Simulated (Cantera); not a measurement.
A closed system holds: 1 mol MgCO₃, a varied amount of H₂S, 7.8 mol H₂O, held at 802 °C and 11.0 bar.

Cantera equilibrium calculation (NASA polynomials, part measured and part estimated; ideal gas, pure solids and liquids). Candidate condensed phases: C, C₆H₆, C₇H₈, C₈H₁₈, H₂O, H₂SO₄, Mg, MgCO₃, MgO, Mg(OH)₂, MgS, MgSO₄, S; 130 gas species. Gases not in the tables: S₃ to S₇. The numbers say what is thermodynamically allowed, not how fast it happens.

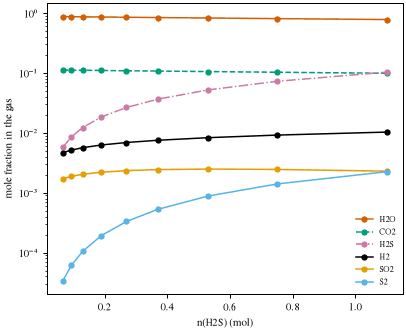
Figure. Equilibrium gas composition (values under 1e-9 drawn at 1e-9)

**Question.** Read off the mole fractions at 0.53 mol H₂S.

**Answer.** H₂O about 0.83, CO₂ about 0.11, H₂S about 0.052, H₂ about 0.0083, SO₂ about 0.0025, S₂ about 0.00088.
